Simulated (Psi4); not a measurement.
# One shape, several levels: triplet SiNH2Cl

We compute a comparison of 3 runs (UB3LYP/6-31G*, UHSE06/def2-TZVP, UTPSSh/def2-TZVP) of triplet SiNH2Cl. 

The results are computed with Psi4 1.11.

## Step 1: The system as given

SiNH2Cl has 5 atoms, charge 0, and is taken as a triplet. SMILES of the parent species: `N[Si]Cl`. Geometry: relaxed at PBE0-D4/def2-TZVP. This is one conformer, not always the lowest. That shape belongs to the parent species and isn't relaxed for this state.

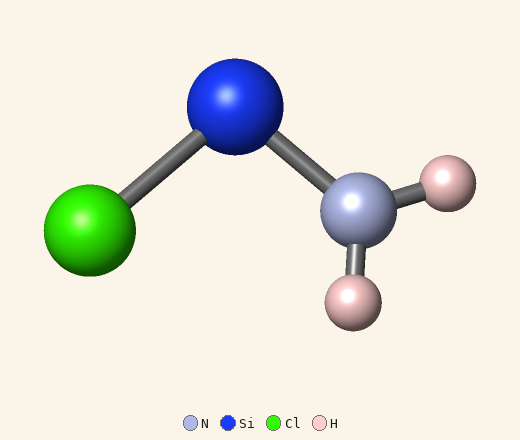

Viewed from a chosen angle; nitrogen light blue, silicon blue, chlorine green, hydrogen pink.

## Step 2: The energy at UB3LYP/6-31G(d) (spherical functions) (run 1)

Input file input.json:

```json
{
 "schema_name": "qcschema_input",
 "schema_version": 1,
 "molecule": {
  "schema_name": "qcschema_molecule",
  "schema_version": 2,
  "symbols": ["N", "Si", "Cl", "H", "H"],
  "geometry": [-0.28005741, 1.10246622, -0.44200694, -0.21958618, -0.64590839, 2.25368738, 1.22643225, -4.01472315, 0.71299367, -0.89440737, 2.90753262, -0.42972372, 0.26191604, 0.51135989, -2.17318504],
  "molecular_charge": 0,
  "molecular_multiplicity": 3,
  "fix_symmetry": "c1"
 },
 "driver": "energy",
 "model": {
  "method": "b3lyp",
  "basis": "6-31G*"
 },
 "keywords": {
  "reference": "uks",
  "puream": true,
  "e_convergence": 1e-09,
  "d_convergence": 1e-08,
  "scf_type": "pk",
  "dft_radial_points": 99,
  "dft_spherical_points": 590,
  "maxiter": 200,
  "scf_properties": ["MULLIKEN_CHARGES", "DIPOLE", "LOWDIN_CHARGES"]
 }
}
```

On the command line:

```console
$ psi4 --qcschema input.json -n 1 --memory 1600MB
```

stdout:

```text
[...]
  Running in c1 symmetry.
[...]
  Nuclear repulsion =  131.390318876394929
[...]
  Multiplicity = 3
[...]
  Nalpha       = 21
  Nbeta        = 19
[...]
    Number of basis functions: 54
[...]
   @UKS iter   1:  -805.31229421746548   -5.69427e-03   1.40461e-02 DIIS/ADIIS
[...]
   @UKS iter  13:  -805.57159850240635   -1.05729e-11   9.35744e-09 DIIS
[...]
   @S^2 Observed:                2.002443950E+00
[...]
  @UKS Final Energy:  -805.57159850240635
   => Energetics <=
    Nuclear Repulsion Energy =            131.3903188763949288
    One-Electron Energy =               -1373.8176248348395347
    Two-Electron Energy =                 482.7110305595212481
    DFT Exchange-Correlation Energy =     -45.8553231034830517
    Empirical Dispersion Energy =           0.0000000000000000
    VV10 Nonlocal Energy =                  0.0000000000000000
    Total Energy =                       -805.5715985024063457
[...]
 Multipole Moments:
 ------------------------------------------------------------------------------------
     Multipole            Electronic (a.u.)      Nuclear  (a.u.)        Total (a.u.)
 ------------------------------------------------------------------------------------
 L = 1.  Multiply by 2.5417464519 to convert [e a0] to [Debye]
 Dipole X            :          0.8132852           -1.1210147           -0.3077294
 Dipole Y            :         -3.5611814            4.5469305            0.9857491
 Dipole Z            :          1.9951173           -2.1290867           -0.1339694
 Magnitude           :                                                    1.0413196
[...]
```

The result, in JSON:

```text
{
 "driver": "energy",
 "model": {
  "method": "b3lyp",
  "basis": "6-31G*"
 },
 "success": true,
 "return_result": -805.5715985024063,
 "properties": {
  "calcinfo_nbasis": 54,
  "calcinfo_nmo": 54,
  "calcinfo_nalpha": 21,
  "calcinfo_nbeta": 19,
  "calcinfo_natom": 5,
  "nuclear_repulsion_energy": 131.39031887639493,
  "return_energy": -805.5715985024063,
  "scf_one_electron_energy": -1373.8176248348395,
  "scf_two_electron_energy": 482.71103055952125,
  "scf_xc_energy": -45.85532310348305,
  "scf_dipole_moment": [-0.3077294439275178, 0.985749084072967, -0.13396936011521454],
  "scf_total_energy": -805.5715985024063,
  "scf_iterations": 13
 }
}
```

Wall time 8.4 s (1 thread of Intel Xeon 6975P-C (Granite Rapids), shared host); peak memory 0.6 GiB.

## Step 3: Energy and forces at UHSE06/def2-TZVP (run 2)

Input file job.json:

```json
{
 "schema_name": "qcschema_input",
 "schema_version": 1,
 "molecule": {
  "schema_name": "qcschema_molecule",
  "schema_version": 2,
  "symbols": ["N", "Si", "Cl", "H", "H"],
  "geometry": [-0.28005741, 1.10246622, -0.44200694, -0.21958618, -0.64590839, 2.25368738, 1.22643225, -4.01472315, 0.71299367, -0.89440737, 2.90753262, -0.42972372, 0.26191604, 0.51135989, -2.17318504],
  "molecular_charge": 0,
  "molecular_multiplicity": 3,
  "fix_symmetry": "c1"
 },
 "driver": "gradient",
 "model": {
  "method": "hse06",
  "basis": "def2-TZVP"
 },
 "keywords": {
  "reference": "uks",
  "puream": true,
  "e_convergence": 1e-09,
  "d_convergence": 1e-08,
  "scf_type": "pk",
  "dft_radial_points": 99,
  "dft_spherical_points": 590,
  "maxiter": 200,
  "scf_properties": ["MAYER_INDICES", "QUADRUPOLE", "LOWDIN_CHARGES"]
 }
}
```

On the command line:

```console
$ psi4 --qcschema job.json -n 1 --memory 1600MB
```

stdout:

```text
[...]
  Running in c1 symmetry.
[...]
  Nuclear repulsion =  131.390318876394929
[...]
  Multiplicity = 3
[...]
  Nalpha       = 21
  Nbeta        = 19
[...]
    Number of basis functions: 117
[...]
   @UKS iter   1:  -805.02442461975397   -9.45653e-03   7.73144e-03 DIIS/ADIIS
[...]
   @UKS iter  15:  -805.34646183838936   -1.02318e-12   3.37143e-09 DIIS
[...]
   @S^2 Observed:                2.003177271E+00
[...]
  @UKS Final Energy:  -805.34646183838936
   => Energetics <=
    Nuclear Repulsion Energy =            131.3903188763949288
    One-Electron Energy =               -1373.9097418933688459
    Two-Electron Energy =                 480.5428135870428150
    DFT Exchange-Correlation Energy =     -43.3698524084583141
    Empirical Dispersion Energy =           0.0000000000000000
    VV10 Nonlocal Energy =                  0.0000000000000000
    Total Energy =                       -805.3464618383893594
[...]
  -Total Gradient:
     Atom            X                  Y                   Z
    ------   -----------------  -----------------  -----------------
       1        0.008670190892    -0.027898245595     0.003975998395
       2       -0.011591115454     0.024468885627     0.016708152741
       3        0.003874921106    -0.002586665164    -0.015189851136
       4       -0.001106965404     0.002152960239     0.001909290855
       5        0.000159350148     0.003858001818    -0.007427225270
[...]
```

The result, in JSON:

```text
{
 "driver": "gradient",
 "model": {
  "method": "hse06",
  "basis": "def2-TZVP"
 },
 "success": true,
 "return_result": [0.008670190892448842, -0.02789824559485707, 0.003975998395329333, -0.01159111545362805, 0.024468885626585002, 0.016708152740989995, 0.003874921105837509, -0.0025866651640453486, -0.015189851135704278, -0.0011069654041767907, 0.002152960239006352, 0.0019092908546113844, 0.00015935014759992094, 0.003858001818397419, -0.00742722527017356],
 "properties": {
  "calcinfo_nbasis": 117,
  "calcinfo_nmo": 117,
  "calcinfo_nalpha": 21,
  "calcinfo_nbeta": 19,
  "calcinfo_natom": 5,
  "nuclear_repulsion_energy": 131.39031887639493,
  "return_energy": -805.3464618383894,
  "return_gradient": [0.008670190892448842, -0.02789824559485707, 0.003975998395329333, -0.01159111545362805, 0.024468885626585002, 0.016708152740989995, 0.003874921105837509, -0.0025866651640453486, -0.015189851135704278, -0.0011069654041767907, 0.002152960239006352, 0.0019092908546113844, 0.00015935014759992094, 0.003858001818397419, -0.00742722527017356],
  "scf_one_electron_energy": -1373.9097418933688,
  "scf_two_electron_energy": 480.5428135870428,
  "scf_xc_energy": -43.369852408458314,
  "scf_dipole_moment": [-0.25646063593179824, 0.8794325510445855, -0.2111498345031353],
  "scf_total_energy": -805.3464618383894,
  "scf_total_gradient": [0.008670190892448842, -0.02789824559485707, 0.003975998395329333, -0.01159111545362805, 0.024468885626585002, 0.016708152740989995, 0.003874921105837509, -0.0025866651640453486, -0.015189851135704278, -0.0011069654041767907, 0.002152960239006352, 0.0019092908546113844, 0.00015935014759992094, 0.003858001818397419, -0.00742722527017356],
  "scf_iterations": 15
 }
}
```

Wall time 48 s (1 thread of Intel Xeon 6975P-C (Granite Rapids), shared host); peak memory 0.87 GiB.

## Step 4: A single-point energy at UTPSSh/def2-TZVP (run 3)

Input file job.py:

```python
import psi4

psi4.set_memory(1600000000)
psi4.set_num_threads(1)
psi4.set_output_file('output.dat', False)

mol = psi4.geometry("""
0 3
N     -0.148200     0.583400    -0.233900
Si    -0.116200    -0.341800     1.192600
Cl     0.649000    -2.124500     0.377300
H     -0.473300     1.538600    -0.227400
H      0.138600     0.270600    -1.150000
symmetry c1
""")

psi4.set_options({
    'reference': 'uks',
    'puream': True,
    'e_convergence': 1e-09,
    'd_convergence': 1e-08,
    'scf_type': 'pk',
    'dft_radial_points': 99,
    'dft_spherical_points': 590,
    'maxiter': 200,
})

energy_value, wavefunction = psi4.energy('tpssh/def2-TZVP', molecule=mol, return_wfn=True)
psi4.oeprop(wavefunction, 'DIPOLE', 'WIBERG_LOWDIN_INDICES', 'QUADRUPOLE', title='TPSSH')
print(f'tpssh/def2-TZVP energy: {energy_value:.10f} Eh')
```

On the command line:

```console
$ python job.py
```

output.dat:

```text
[...]
  Running in c1 symmetry.
[...]
  Nuclear repulsion =  131.390318799166209
[...]
  Multiplicity = 3
[...]
  Nalpha       = 21
  Nbeta        = 19
[...]
    Number of basis functions: 117
[...]
   @UKS iter   1:  -805.31870102745825    2.36283e-02   8.17308e-03 DIIS/ADIIS
[...]
   @UKS iter  15:  -805.67500349043542   -2.61480e-12   4.95592e-09 DIIS
[...]
   @S^2 Observed:                2.003280393E+00
[...]
  @UKS Final Energy:  -805.67500349043542
   => Energetics <=
    Nuclear Repulsion Energy =            131.3903187991662094
    One-Electron Energy =               -1373.9368099737025659
    Two-Electron Energy =                 488.2559217605122512
    DFT Exchange-Correlation Energy =     -51.3844340764112815
    Empirical Dispersion Energy =           0.0000000000000000
    VV10 Nonlocal Energy =                  0.0000000000000000
    Total Energy =                       -805.6750034904354152
[...]
 Multipole Moments:
 ------------------------------------------------------------------------------------
     Multipole            Electronic (a.u.)      Nuclear  (a.u.)        Total (a.u.)
 ------------------------------------------------------------------------------------
 L = 1.  Multiply by 2.5417464519 to convert [e a0] to [Debye]
 Dipole X            :          0.8722413           -1.1210147           -0.2487733
 Dipole Y            :         -3.6767441            4.5469305            0.8701864
 Dipole Z            :          1.8948837           -2.1290867           -0.2342029
 Magnitude           :                                                    0.9348601
 L = 2.  Multiply by 1.3450342976 to convert [e a0^2] to [Debye ang]
 Quadrupole XX       :        -47.5989693           21.9318562          -25.6671132
 Quadrupole XY       :         59.7756532          -61.3637517           -1.5880985
[...]
```

The script printed:

```text
tpssh/def2-TZVP energy: -805.6750034904 Eh
```

Run time: 45 s. Hardware: 1 thread of Intel Xeon 6975P-C (Granite Rapids), shared host; peak memory 0.7 GiB.

## Step 5: All runs side by side

```csv
run,level,task,energy (Eh),dipole moment (D),HOMO energy (eV),⟨S²⟩,wall time
1,UB3LYP/6-31G* (spherical functions),energy,-805.571599,2.65,-3.75,2.002,8.4 s
2,UHSE06/def2-TZVP,gradient,-805.346462,2.39,-3.88,2.003,48 s
3,UTPSSh/def2-TZVP,energy,-805.675003,2.38,-3.73,2.003,45 s
```

## Step 6: Outcome

| quantity | value |
| --- | --- |
| run 3: total energy | -805.67500 Eh |
| run 3: dipole moment | 2.38 D |
| run 3: HOMO energy (highest over α and β) | -3.73 eV |
| run 3: ⟨S²⟩ | 2.003 |

What this shows: The dipole moment (its size) runs from 2.38 D (UTPSSh/def2-TZVP) to 2.65 D (UB3LYP/6-31G*). The two ends differ in method and basis. Totals of different functionals can't be ranked against each other. All runs together took 1.7 min, the longest 48 s.
